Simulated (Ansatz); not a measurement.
## Sr2Hf (built on the sites of a database entry of HfBe2): following an unstable mode

Aim: this structure of Sr2Hf (built on the sites of a database entry of HfBe2) is to be tested for unstable modes, and one is followed downhill.

Main program and level: Ansatz 0.2.0; DFT PBEsol, scalar-relativistic, plane waves, PAW.

The structure was built from a prototype and need not be the compound's stable phase.

### 1. The structure

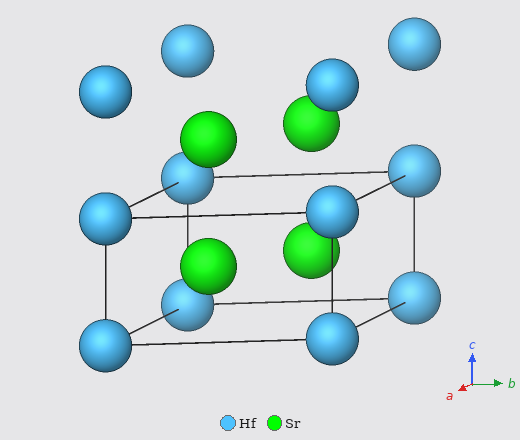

The cell as given, slightly off an axis (hafnium blue, strontium green). 1×1×2 cells are drawn. Some periodic images of atoms are drawn too.

### 2. Phonons on a q mesh

The cell comes from relaxations at this level that are not shown. Stability and thermal properties need the whole zone. Linear response on a 2×2×4 q mesh gives force constants as far as a supercell of that size would.

Contents of input.yaml:

```yaml
crystal:
  lattice:
    - [5.8871168484, 0.0, 0.0]
    - [-2.9435584242, 5.0983927457, 0.0]
    - [0.0, 0.0, 3.3132417562]
  atoms:
    - { symbol: Hf, position: [0.0, 0.0, 0.0] }
    - { symbol: Sr, position: [0.3333333333, 0.6666666667, 0.5] }
    - { symbol: Sr, position: [0.6666666667, 0.3333333333, 0.5] }
kpoints:
  mp_grid: { grid: [10, 10, 12] }
hamiltonian:
  xc: pbesol
scf:
  occupations: { method: methfessel_paxton, width: 0.2 }
output:
  eigenvalues: true
phonons:
  method: dfpt
  qmesh: [2, 2, 4]
  temperatures: { t_max: 1000, t_step: 50 }
  qpath:
    path:
      - [[0.0, 0.0, 0.0], [0.5, 0.0, 0.0], [0.33333333, 0.33333333, 0.0], [0.0, 0.0, 0.0], [0.0, 0.0, 0.5], [0.5, 0.0, 0.5], [0.33333333, 0.33333333, 0.5], [0.0, 0.0, 0.5]]
      - [[0.5, 0.0, 0.5], [0.5, 0.0, 0.0]]
      - [[0.33333333, 0.33333333, 0.5], [0.33333333, 0.33333333, 0.0]]
    npoints: 10
```

The run is started by

```
$ ansatz run input.yaml --threads 8 --pin off --max-ram 14336MiB --backend cpu --events-out ev --progress --plain --runs-dir out
```

Numbers of over 12 decimals in the logs are rounded to 6 here.

Log:

```text
Warning: phonons: the dynamical matrix that this run interpolates holds no multipole term above the dipole-dipole one, and a site of this crystal is no centre of inversion, so its interpolated transverse optical and acoustic branches and sound speeds can stay off near Gamma, and the density of states and the thermodynamics with them. What a run solves at a wave vector of phonons.qpoints, Gamma apart, where the deck admits one, is free of this, and under fd what a larger phonons.supercell samples
Engine: ansatz 0.2.0, x86_64-unknown-linux-gnu
Pseudopotentials: kind: paw
Pseudopotential: Hf, paw, valence charge 26, recommended cutoff 420 eV (normal), Hf.paw.azcp
Pseudopotential: Sr, paw, valence charge 10, recommended cutoff 420 eV (normal), Sr.paw.azcp
Functional definition: PBEsol
  exchange = pbesol_x
  correlation = pbesol_c
Crystal: 3 atoms, lattice volume = 99.446 Å³
Basis set: ecut = 420 eV, 1955 PW (Γ), exchange–correlation on 80×80×48 points (8 copies of the dense FFT grid, shifted against one another)
Bands: 28, of which v1, the nominal top of the filled ones, is band 23 counted from 1 (22 counted from 0)
Symmetry: 24 space group operations
k-points: 98 of 1200
Non-local potential: Hf, projectors of the file, l = 0: 3, l = 1: 2, l = 2: 2, l = 3: 3
Non-local potential: Sr, projectors of the file, l = 0: 3, l = 1: 2, l = 2: 2
PAW form: soft (Blöchl's): semilocal exchange-correlation on the pseudo side does not see the compensation charge
PAW frozen core: Hf, regenerated for the run's functional, and the local potential with it (the file was generated under x = pbe(κ = 0.804, μ = 0.219515), c = pbe(β = 0.066725))
PAW frozen core: Sr, regenerated for the run's functional, and the local potential with it (the file was generated under x = pbe(κ = 0.804, μ = 0.219515), c = pbe(β = 0.066725))
PAW one-centre angular grid: Hf, 590 points (default); XC on 64 Gauss nodes
PAW one-centre angular grid: Sr, 110 points (default); XC on 64 Gauss nodes
Initial density: superposition of atomic densities (neutral atoms: chi_scale 0, normalization atom), corrected by the library's trained network
Initial wavefunctions: pseudopotential atomic-orbital guess
Functional: x = pbesol(κ = 0.804, μ = 0.123457), c = pbesol(β = 0.046)
SCF iter   1: F=—  HF=-22580.272179 eV  |F-HF|=—  |Δ(HF+E_count)|=         —  Δρ=4.51e-3  dr2=2.52e-2  ethr=1.77e-3  ⟨swp⟩=7.0  Hψ=12801  notcnv=0
preconditioner: auto → Kerker (q_TF=auto, 2.399 Å⁻¹)  [metal: Δε(μ)=0.005 eV  Ē_g=12.888 eV  σ=0.200 eV  W_gap=0.02  n_scr=26 (ndim 8)  ℏωp=21.7 eV  f_vac=0.000  D(μ)=7.29/eV (n_scr^D=68)]
SCF iter   2: F=—  HF=-22580.272653 eV  |F-HF|=—  |Δ(HF+E_count)|=   4.74e-4  S|Δr|=    0.00e0  Δρ=2.84e-3  dr2=1.26e-2  ethr=5.49e-5  ⟨swp⟩=1.5  Hψ=3619  notcnv=0
SCF iter   3: F=—  HF=-22580.271362 eV  |F-HF|=—  |Δ(HF+E_count)|=   1.29e-3  S|Δr|=    0.00e0  Δρ=6.60e-4  dr2=3.47e-4  ethr=2.75e-5  ⟨swp⟩=2.0  Hψ=4458  notcnv=0
SCF iter   4: F=—  HF=-22580.271049 eV  |F-HF|=—  |Δ(HF+E_count)|=   3.13e-4  S|Δr|=    0.00e0  Δρ=4.07e-4  dr2=2.29e-4  ethr=7.55e-7  ⟨swp⟩=2.3  Hψ=5062  notcnv=0
SCF iter   5: F=—  HF=-22580.271023 eV  |F-HF|=—  |Δ(HF+E_count)|=   2.62e-5  S|Δr|=    0.00e0  Δρ=1.60e-4  dr2=6.77e-5  ethr=4.98e-7  ⟨swp⟩=2.0  Hψ=3877  notcnv=0
SCF iter   6: F=—  HF=-22580.271015 eV  |F-HF|=—  |Δ(HF+E_count)|=   7.70e-6  S|Δr|=    0.00e0  Δρ=5.45e-5  dr2=7.99e-6  ethr=1.47e-7  ⟨swp⟩=2.0  Hψ=3665  notcnv=0
SCF iter   7: F=—  HF=-22580.271007 eV  |F-HF|=—  |Δ(HF+E_count)|=   7.58e-6  S|Δr|=    0.00e0  Δρ=1.32e-5  dr2=2.49e-7  ethr=1.74e-8  ⟨swp⟩=2.1  Hψ=3833  notcnv=0
SCF iter   8: F=—  HF=-22580.271010 eV  |F-HF|=—  |Δ(HF+E_count)|=   2.96e-6  S|Δr|=    0.00e0  Δρ=2.68e-6  dr2=6.76e-9  ethr=5.42e-10  ⟨swp⟩=2.4  Hψ=4594  notcnv=0
SCF iter   9: F=—  HF=-22580.271010 eV  |F-HF|=—  |Δ(HF+E_count)|=  3.46e-10  S|Δr|=    0.00e0  Δρ=6.94e-7  dr2=5.16e-10  ethr=1.47e-11  ⟨swp⟩=2.2  Hψ=5005  notcnv=0
SCF iter  10: F=—  HF=-22580.271010 eV  |F-HF|=—  |Δ(HF+E_count)|=  2.91e-11  S|Δr|=    0.00e0  Δρ=1.72e-7  dr2=3.88e-11  ethr=1.12e-12  ⟨swp⟩=2.3  Hψ=4365  notcnv=0
SCF iter  11: F=-22580.271010 eV  HF=-22580.271010 eV  |F-HF|=7.28e-12  |Δ(HF+E_count)|=    0.00e0  S|Δr|=    0.00e0  Δρ=3.81e-8  dr2=1.41e-12  ethr=1.00e-12  ⟨swp⟩=6.2  Hψ=14068  notcnv=0
the search or the solves at the SCF's close seem to have found levels that the self-consistency loop had missed (the run counts 1). By its estimate they hold under 1e-12 electrons; where the run keeps them, the occupations were computed again with them
SCF 1 converged in 11 iterations: F = -22580.271010 eV  dr2 = 1.41e-12
  greatest PAW one-centre occupation: 0.998 electrons in one spin orbital (limit 2), on the Hf atom at site 0 (counted from 0), in its partial waves of l = 3
Initial density: read from a saved state, or passed on in memory by an earlier SCF of this step, an earlier step, the calling program or the single point that the run made first
iter 1 solved again at ethr=4.63e-7 eV; its pass at ethr=3.10e-3 eV (dr2=2.13e-4 eV) is discarded
SCF iter   1: F=—  HF=-22580.271007 eV  |F-HF|=—  |Δ(HF+E_count)|=         —  Δρ=1.05e-6  dr2=1.75e-9  ethr=4.63e-7  ⟨swp⟩=3.4  Hψ=21014  notcnv=0
eigensolver tolerance schedule: the retry pair's looser diagonalisation over-reported the residual by 121654.75 of it (diagonalisation noise at an unbounded share of the residual, at the tolerance the schedule requests for it); recorded, not acted on — ethr = c·dr2/N_el stays at c = 1.0e-1
preconditioner: auto → Kerker (q_TF=auto, 2.399 Å⁻¹)  [metal: Δε(μ)=0.014 eV  Ē_g=12.863 eV  σ=0.200 eV  W_gap=0.06  n_scr=26 (ndim 8)  ℏωp=21.7 eV  f_vac=0.000  D(μ)=7.42/eV (n_scr^D=68)]
SCF iter   2: F=—  HF=-22580.271010 eV  |F-HF|=—  |Δ(HF+E_count)|=   3.81e-6  S|Δr|=    0.00e0  Δρ=7.99e-7  dr2=1.44e-9  ethr=3.80e-12  ⟨swp⟩=4.6  Hψ=9780  notcnv=0
SCF iter   3: F=—  HF=-22580.271010 eV  |F-HF|=—  |Δ(HF+E_count)|=  3.27e-10  S|Δr|=    0.00e0  Δρ=4.14e-7  dr2=3.25e-10  ethr=3.12e-12  ⟨swp⟩=2.0  Hψ=3688  notcnv=0
SCF iter   4: F=—  HF=-22580.271010 eV  |F-HF|=—  |Δ(HF+E_count)|=  2.91e-11  S|Δr|=    0.00e0  Δρ=2.78e-7  dr2=1.30e-10  ethr=1.00e-12  ⟨swp⟩=1.0  Hψ=2744  notcnv=0
SCF iter   5: F=—  HF=-22580.271010 eV  |F-HF|=—  |Δ(HF+E_count)|=  2.18e-11  S|Δr|=    0.00e0  Δρ=1.51e-7  dr2=3.19e-11  ethr=1.00e-12  ⟨swp⟩=1.0  Hψ=2744  notcnv=0
SCF iter   6: F=-22580.271010 eV  HF=-22580.271010 eV  |F-HF|=7.28e-12  |Δ(HF+E_count)|=  7.28e-12  S|Δr|=    0.00e0  Δρ=8.70e-8  dr2=9.00e-12  ethr=1.00e-12  ⟨swp⟩=2.5  Hψ=7347  notcnv=0
SCF 2 converged in 6 iterations: F = -22580.271010 eV  dr2 = 9.00e-12
phonons: the bands overlap, so this run is a metal and interpolates without the dipole-dipole term. If the crystal is really an insulator or semiconductor, its LO-TO splitting is missing
NSCF: frozen V_eff on 98 k-points
WARN: eigensolver did not converge in 7 slots of this pass, the one above among them; of largest residual over every band (k=12): 1 band(s) unlocked (lowest unlocked band 27, counted from 0; max residual 4.70e-2 eV among the unlocked bands, 4.70e-2 eV over every band); of lowest unlocked band (k=11): band 27
NSCF: frozen V_eff on 217 k-points
DFPT response loops at q = (0, 0, 0) (fractional): preconditioner auto → Kerker (q_TF=auto, 2.399 Å⁻¹) (partly filled bands, converged f_vac=0.000); β = 1.00, the filter's whole step (`scf.mixing.beta` (0.50) is not read by the response loops under this deck's `scf.mixing.preconditioner`; to damp them name `kerker` or `kerker_dos`, under which they read `scf.mixing.beta`, and type it under 1.00, their step now; both keys bind the ground state too); Broyden in place of MSR1
NSCF: frozen V_eff on 744 k-points
DFPT response loops at q = (0, 0, 0.25) (fractional): mixed as the last ones told, above
NSCF: frozen V_eff on 434 k-points
DFPT response loops at q = (0, 0, -0.5) (fractional): mixed as the last ones told, above
NSCF: frozen V_eff on 434 k-points
DFPT response loops at q = (0, -0.5, 0) (fractional): mixed as the last ones told, above
NSCF: frozen V_eff on 744 k-points
DFPT response loops at q = (0, -0.5, 0.25) (fractional): mixed as the last ones told, above
NSCF: frozen V_eff on 434 k-points
DFPT response loops at q = (0, -0.5, -0.5) (fractional): mixed as the last ones told, above
SCF converged after 11 iterations
Stability not checked: this state was not tested for a lower state beside it, because cold or Methfessel-Paxton smearing, or corrected tetrahedra, fill the levels in a way that the test cannot read (fill_not_monotonic; see scf.lower_state_search)
Free energy (F): -22580.271010 eV
Harris-Foulkes:  -22580.271010 eV  (|F-HF|=7.28e-12)
Internal energy: -22580.256522 eV  (E = F + TS)
E sigma→0 (E₀):  -22580.267388 eV
Entropy (-TS):   -0.014488 eV (-4.829 meV/atom)
Fermi energy:    10.185853 eV
--- Per-component energies (eV) ---
  E_band       = -381.058113
  E_kinetic    = 911.706055
  E_local      = -8536.249731  (includes V_loc(G=0)·N_el)
  E_nonlocal   = -831.875068
  E_hartree    = 3660.661966
  E_xc         = -638.013721
  E_vxc        = -585.056980  (∫ρ·V_xc dr)
  E_paw        = -12094.854360  (= ΣΔE_a)
  E_vpaw       = 1339.093744  (= ΣTr[D̂ρ^β])
  E_aug_tail   = -0.000004  (compensation charges beyond the density's cutoff)
  E_ewald      = -5053.151445
  E_core_change = 1.519786  (= ΣΔE_core)
  E_smearing   = -0.014488  (= −TS)
  E_closure    = -0.000000  (closes the sum)
  Σ components = -22580.271010   (vs F -22580.271010, Δ=0.00e0)
--- Band table (eV; the first three rows and the last of 98) ---
  k-point 0: bands = [... 19 lower, 5.3000, 8.9802, 10.2917, 10.2917, 10.2974, 10.2974, 11.4362, 11.9094, ... 1 higher]
  k-point 1: bands = [... 19 lower, 5.4441, 9.1647, 10.2397, 10.2397, 10.2533, 10.2533, 11.7101, 12.0876, ... 1 higher]
  k-point 2: bands = [... 19 lower, 5.8569, 9.6633, 10.0925, 10.0925, 10.1169, 10.1169, 12.5013, 12.5812, ... 1 higher]
  k-point 97: bands = [... 19 lower, 8.2549, 9.3589, 9.5685, 10.2372, 10.3968, 10.5277, 11.3744, 11.3819, ... 1 higher]
--- Phonons (Γ-DFPT): 4 representative perturbations + reference (Σ response iterations 12) ---
  ASR residual: 4.618e-5 → 0.000e0 eV/Å²; symmetrization residual: 1.548e-5 eV/Å²
  ASR residual per site (eV/Å²): 4.62e-5 2.35e-5 2.35e-5
  Γ frequencies (cm⁻¹): 0.00 0.00 0.00 24.84 77.84 77.84 87.96 131.70 131.70
--- Phonons (arbitrary-q DFPT): 6 irreducible q on the 2×2×4 mesh ---
  q = [0.0000, 0.0000, 0.0000] (star 1, of the zone-centre solve; hermiticity 9.42e-6, symmetrization 1.60e-11): -0.00 0.00 0.00 24.84 77.84 77.84 87.96 131.70 131.70
  q = [0.0000, 0.0000, 0.2500] (star 2, 4 solved perturbations in 1080 linear systems a pass and spin channel, the states on 372 of 1200 k-point pairs; hermiticity 3.52e-6, symmetrization 1.32e-11): 23.19 27.41 27.41 67.66 67.66 106.97 107.43 129.29 129.29
  q = [0.0000, 0.0000, -0.5000] (star 1, 4 solved perturbations in 630 linear systems a pass and spin channel, the states on 217 of 1200 k-point pairs; hermiticity 2.90e-8, symmetrization 1.51e-8): 25.83 41.58 41.58 56.42 56.42 126.76 126.76 150.65 152.28
  q = [0.0000, -0.5000, 0.0000] (star 3, 6 solved perturbations on 217 of 1200 k-point pairs; hermiticity 4.20e-5, symmetrization 8.34e-6): 25.17 33.32 35.88 41.34 43.01 61.74 75.09 117.79 131.59
  q = [0.0000, -0.5000, 0.2500] (star 6, 6 solved perturbations on 372 of 1200 k-point pairs; hermiticity 3.05e-5, symmetrization 8.28e-6): 20.89 25.56 26.29 45.23 59.86 100.11 104.98 112.11 129.54
  q = [0.0000, -0.5000, -0.5000] (star 3, 6 solved perturbations on 217 of 1200 k-point pairs; hermiticity 9.49e-6, symmetrization 2.67e-6): -39.74 -26.28 26.13 37.44 45.33 92.96 122.84 144.98 147.84
  sum rule: each row above includes the acoustic sum rule's correction from the zone centre's row sums; it moved no ω² by more than (0.27 cm⁻¹)²
  mesh force constants: q→R imaginary residual 6.60e-18; ASR residual 4.618e-5 → 0.000e0 eV/Å²; symmetrization residual 1.776e-15 eV/Å²
  interpolated dispersion: 93 rows × 9 modes
  density of states and harmonic sums: on the 12×12×20 q-mesh, interpolated from the force constants of a 2×2×4 supercell (no non-analytic term)
  largest difference from the sums on the solved wave vectors: F 1.88e-2 eV, S 3.15e-5 and C_V 1.27e-5 eV/K
  zero-point energy: 0.038319 eV/cell   skipped modes (ω ≤ 0): 145, of them read as no rigid motion or as one in doubt: 142 (7.090e-1 modes/cell left out, lowest -44.37 cm⁻¹)   left out of the sums: 7.89e-2 of the cell's modes: C_V's classical limit lies that fraction below 3 k_B per atom; for a crystal, a wire or a layer, F and S can be off by more, and a phonons.interpolated_qmesh denser along its periods is the remedy for the sampling
```

The job ended after 3.2 min (8 threads of Intel Xeon Platinum 8488C (Sapphire Rapids), shared host; peak memory 2.7 GiB).

Reading the cycles: dr2 is the Hartree energy of the density residual (eV), the measure of convergence; HF is the Harris–Foulkes estimate of the energy, which meets the free energy F at convergence.

This step gave:

```yaml
volume_per_atom: 33.15 Å³
gap_on_the_k_mesh: 0 eV
sum_rule_residual_before_enforcement: 4.62e-5 eV/Å²
lowest_frequency_on_the_path: -44.37 cm⁻¹
point_group: 6/mmm
highest_frequency_on_the_path_or_at_a_solved_wavevector: 152.3 cm⁻¹
highest_optical_mode_at_the_zone_centre_no_lo_to_term: 131.7 cm⁻¹
lowest_optical_zone_centre_mode: 24.84 cm⁻¹
lowest_mode_on_the_q_mesh_acoustic_modes_at_gamma_apart: -39.74 cm⁻¹
```

Frequencies (cm⁻¹) solved at each irreducible wavevector; negative means imaginary. Frequencies by wavevector, by row:

```csv
q in reciprocal lattice units,star,mode 1,mode 2,mode 3,mode 4,mode 5,mode 6,mode 7,mode 8,mode 9
0 0 0,1,0,0,0,24.8,77.8,77.8,88,131.7,131.7
0 0 0.25,2,23.2,27.4,27.4,67.7,67.7,107,107.4,129.3,129.3
0 0 -0.5,1,25.8,41.6,41.6,56.4,56.4,126.8,126.8,150.7,152.3
0 -0.5 0,3,25.2,33.3,35.9,41.3,43,61.7,75.1,117.8,131.6
0 -0.5 0.25,6,20.9,25.6,26.3,45.2,59.9,100.1,105,112.1,129.5
0 -0.5 -0.5,3,-39.7,-26.3,26.1,37.4,45.3,93,122.8,145,147.8
```

Interpolated from a 2×2×4 q mesh. Phonon branches along the path, in cm⁻¹:

```csv
point,branch 1,branch 2,branch 3,branch 4,branch 5,branch 6,branch 7,branch 8,branch 9
Γ,0,0,0,25,78,78,88,132,132
M,25,33,36,41,43,62,75,118,132
K,27,31,31,39,39,54,98,98,135
Γ,0,0,0,25,78,78,88,132,132
A,26,42,42,56,56,127,127,151,152
L,-40,-26,26,37,45,93,123,145,148
H,-44,-29,-11,-11,78,78,119,146,146
A,26,42,42,56,56,127,127,151,152
jump to L,-40,-26,26,37,45,93,123,145,148
M,25,33,36,41,43,62,75,118,132
jump to H,-44,-29,-11,-11,78,78,119,146,146
K,27,31,31,39,39,54,98,98,135
```

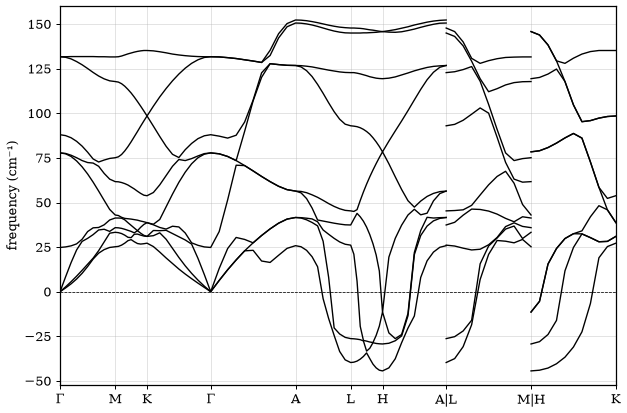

Phonon branches along the path.

Symmetry leaves 6 wavevectors to solve. The lowest mode among them, the acoustic zeros apart, lies at q = (0, -0.5, -0.5) and is imaginary, 39.7i cm⁻¹, so the energy falls along it. Between them the interpolated path dips to 44i cm⁻¹.

### 3. The mode frozen in, largest atomic shift 0 Å

The mode followed lies at q = (0, -0.5, -0.5) with frequency 26.3i cm⁻¹, one of the unstable modes though not the softest. At small amplitude the distorted cell has space group no. 71 by a symmetry search on the positions. The undistorted cell that holds it gives the zero of energy on the same k mesh.

System of this step: Sr2Hf (built on the sites of a database entry of HfBe2). The structure is hexagonal, space group P6/mmm (No. 191). The conventional cell has a = 5.887 Å, b = 5.887 Å, c = 3.313 Å, α = 90.00°, β = 90.00°, γ = 120.00°. Nearest to Hf lie 2 Hf at 3.31 Å. Sr has 5 Sr at 3.31 to 3.40 Å nearest. Farther neighbours are not listed.

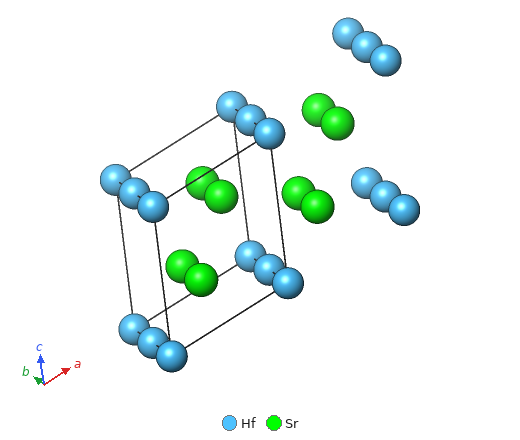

The cell of this step (hafnium blue, strontium green). 2×1×1 cells are drawn. Some periodic images of atoms are drawn too.

Contents of input.yaml:

```yaml
crystal:
  lattice:
    - [-5.8871168484, 0.0, 0.0]
    - [0.0, 0.0, -6.6264835124]
    - [-2.9435584242, -5.0983927457, -3.3132417562]
  atoms:
    - { symbol: Hf, position: [0.0, 0.5, 1.0] }
    - { symbol: Hf, position: [0.0, 0.0, 1.0] }
    - { symbol: Sr, position: [0.3333333333, 0.5833333333, 0.3333333333] }
    - { symbol: Sr, position: [0.3333333333, 0.0833333333, 0.3333333333] }
    - { symbol: Sr, position: [0.6666666667, 0.4166666667, 0.6666666667] }
    - { symbol: Sr, position: [0.6666666667, 0.9166666667, 0.6666666667] }
kpoints:
  mp_grid: { grid: [8, 8, 8] }
hamiltonian:
  xc: pbesol
scf:
  occupations: { method: methfessel_paxton, width: 0.2 }
output:
  forces: true
  stress: true
  eigenvalues: true
```

Log:

```text
[...]
Crystal: 6 atoms, lattice volume = 198.893 Å³
Basis set: ecut = 420 eV, 3887 PW (Γ), exchange–correlation on 80×90×96 points (8 copies of the dense FFT grid, shifted against one another)
Bands: 56, of which v1, the nominal top of the filled ones, is band 46 counted from 1 (45 counted from 0)
Symmetry: 16 space group operations
[...]
k-points: 95 of 512
[...]
k-point 0: bands = [... 42 lower, 9.7037, 9.7487, 10.2916, 10.2917, 10.2972, 10.2972, 10.6247, 10.7572, ... 6 higher]
  k-point 1: bands = [... 42 lower, 9.6651, 9.6765, 9.9782, 10.2220, 10.2361, 10.3312, 10.4596, 10.4998, ... 6 higher]
  k-point 2: bands = [... 42 lower, 9.4538, 9.5356, 9.5763, 9.8097, 10.1411, 10.1635, 10.2712, 10.6570, ... 6 higher]
  k-point 94: bands = [... 42 lower, 9.5631, 9.5631, 10.1221, 10.1221, 10.6578, 10.6578, 10.8473, 10.8473, ... 6 higher]
[key lines of the parts left out:]
SCF converged after 9 iterations
Free energy (F): -45160.543135 eV
Fermi energy:    10.185794 eV
P = ⅓ Tr σ = -0.0054 GPa (-0.054 kbar)
```

Elapsed: 5.3 s, on 8 threads; peak memory 1.3 GiB.

Numbers from this step:

```yaml
pressure: -0.005422 GPa
energy_from_the_undistorted_cell: 0 meV/atom
```

The run ends at a pressure of -0.01 GPa.

### 4. The mode frozen in, largest atomic shift 0.14 Å

The atoms are moved along the unstable eigenvector, the largest shift by 0.14 Å, with the cell fixed.

input.yaml, the sections that differ from step 3:

```yaml
crystal:
  lattice:
    - [-5.8871168484, 0.0, 0.0]
    - [0.0, 0.0, -6.6264835124]
    - [-2.9435584242, -5.0983927457, -3.3132417562]
  atoms:
    - { symbol: Hf, position: [0.0, 0.4788726555, 1.0] }
    - { symbol: Hf, position: [0.0, 0.0211273445, 1.0] }
    - { symbol: Sr, position: [0.3331195796, 0.5831195796, 0.3337608407] }
    - { symbol: Sr, position: [0.333547087, 0.083547087, 0.3329058259] }
    - { symbol: Sr, position: [0.666452913, 0.416452913, 0.6670941741] }
    - { symbol: Sr, position: [0.6668804204, 0.9168804204, 0.6662391593] }
# kpoints, hamiltonian, scf, output: as in step 3
```

Log:

```text
[...]
Crystal: 6 atoms, lattice volume = 198.893 Å³
Basis set: ecut = 420 eV, 3887 PW (Γ), exchange–correlation on 80×90×96 points (8 copies of the dense FFT grid, shifted against one another)
Bands: 56, of which v1, the nominal top of the filled ones, is band 46 counted from 1 (45 counted from 0)
Symmetry: 8 space group operations
[...]
k-points: 95 of 512
[...]
k-point 0: bands = [... 42 lower, 9.6785, 9.7298, 10.2917, 10.3016, 10.3039, 10.3051, 10.6559, 10.7252, ... 6 higher]
  k-point 1: bands = [... 42 lower, 9.6415, 9.6676, 9.9771, 10.2278, 10.2410, 10.3335, 10.4694, 10.5324, ... 6 higher]
  k-point 2: bands = [... 42 lower, 9.4559, 9.5426, 9.5557, 9.8248, 10.0727, 10.2531, 10.2746, 10.6674, ... 6 higher]
  k-point 94: bands = [... 42 lower, 9.5302, 9.6076, 10.0731, 10.1370, 10.5923, 10.7010, 10.7445, 10.7684, ... 6 higher]
[key lines of the parts left out:]
SCF converged after 8 iterations
Free energy (F): -45160.548961 eV
Fermi energy:    10.181399 eV
P = ⅓ Tr σ = 0.2166 GPa (2.166 kbar)
```

The job ended after 5.4 s (8 threads; peak memory 1.3 GiB; 40 s of CPU time).

Numbers from this step:

- pressure: 0.2166 GPa
- energy from the undistorted cell: -1.342 meV/atom

The energy, extrapolated to zero smearing, is -1.34 meV/atom against the undistorted cell.

The run ends at a pressure of 0.22 GPa, with forces up to 0.016 eV/Å.

(Part 1 of 3 ends here.)

[Logs are printed without paths, hosts, clocks, repeated set-up lines and the standing remarks that a program may print on its own settings, such as how far it seeks lower states.]

[Hosts, paths, dates, database ids (printed as entryN), source tags and the programs' standing remarks are cut or masked in the printed files.]
